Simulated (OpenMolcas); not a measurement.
**How basis sets differ on CH5BO (SMILES BCO)**

CH5BO has 8 atoms, charge 0, and is taken as a singlet. SMILES: `BCO`. Geometry: relaxed at GFN2-xTB. This is one conformer, not always the lowest.

```
atom    x (Å)    y (Å)    z (Å)
   B  -0.6297   0.4930  -0.6915
   C   0.3757   0.1198   0.4442
   O   0.8990  -1.2018   0.4957
   H  -1.0518  -0.3221  -1.4159
   H  -0.9835   1.6019  -0.7744
   H  -0.1290   0.3326   1.4067
   H   1.2513   0.7798   0.4461
   H   0.2681  -1.8033   0.0891
```

Each level gives the HOMO–LUMO gap (eV). The values are calculated.

```json
{"level": "HF/STO-3G", "kind": "Hartree–Fock", "program": "OpenMolcas", "value (eV)": "15.68"}
{"level": "HF/3-21G", "kind": "Hartree–Fock", "program": "OpenMolcas", "value (eV)": "13.75"}
{"level": "HF/def2-SVP", "kind": "Hartree–Fock", "program": "OpenMolcas", "value (eV)": "13.91"}
{"level": "HF/aug-cc-pVDZ", "kind": "Hartree–Fock", "program": "OpenMolcas", "value (eV)": "12.76"}
{"level": "HF/def2-TZVP", "kind": "Hartree–Fock", "program": "OpenMolcas", "value (eV)": "13.63"}
```

The values span 12.76 to 15.68 eV. A Hartree–Fock LUMO above zero doesn't converge with the basis: it sinks as sets grow more diffuse. Orbital gaps aren't excitation energies.

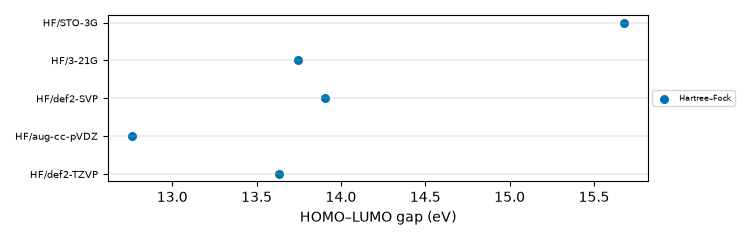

The values of the table, level by level.
